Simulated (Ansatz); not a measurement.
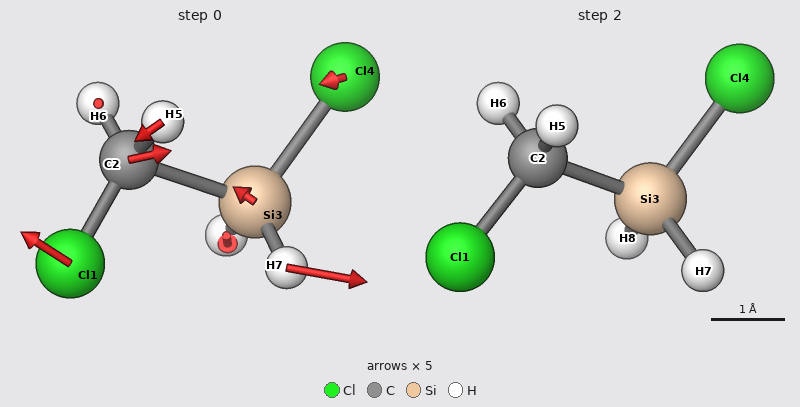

The structure of CH₄Cl₂Si before (left) and after (right) a relaxation, at one scale. The red arrows give the displacements, 5 times their true length.

A ball-and-stick model, seen at a tilt.

The calculation used RHF/def2-SVPD (Ansatz 0.2.0).

Input
```yaml
crystal:
  periodic: [false, false, false]
  atoms:
    - {symbol: Cl, position_ang: [-1.710932, 1.352433, 0.047784]}
    - {symbol: C, position_ang: [-0.106922, 0.933517, -0.265396]}
    - {symbol: Si, position_ang: [0.001505, -1.024708, 0.205722]}
    - {symbol: Cl, position_ang: [2.053674, -1.679097, 0.028144]}
    - {symbol: H, position_ang: [0.675776, 1.336033, 0.571072]}
    - {symbol: H, position_ang: [0.360284, 1.152871, -1.157224]}
    - {symbol: H, position_ang: [-0.549095, -1.121755, 1.345144]}
    - {symbol: H, position_ang: [-0.720137, -1.620132, -0.819160]}
basis:
  gaussian: {orbitals: def2-SVPD}
hamiltonian: {xc: {name: HF}}
relax: {f_tol: 0.001, max_steps: 3}
```

Launched with:
```bash
ansatz run in.yaml --threads 2 --pin off --events-out ev --progress --plain --max-ram 4352MiB
```

Question: What changed between the two?

Answer: The relaxation stopped without meeting its thresholds, so the last structure isn't shown to be converged. The input was poor on purpose: steps. The largest move after the best rigid fit is that of H7, 0.23 Å. By element the largest moves are H 0.23 Å, Cl 0.17 Å, C 0.13 Å, Si 0.08 Å. Some distances before and after: Si3–H7 1.269 → 1.480 Å, C2–Si3 2.017 → 1.881 Å, C2–H5 1.214 → 1.084 Å, Si3–H8 1.388 → 1.485 Å. Among the angles between lasting bonds that change: Cl1–C2–H6 122.6° → 109.0°, Si3–C2–H5 97.3° → 109.4°, Cl4–Si3–H7 117.6° → 108.1°. The energy falls by 1.593 eV in 2 geometry steps. Largest force component: 6 eV/Å at the start, 0.75 eV/Å at the end.
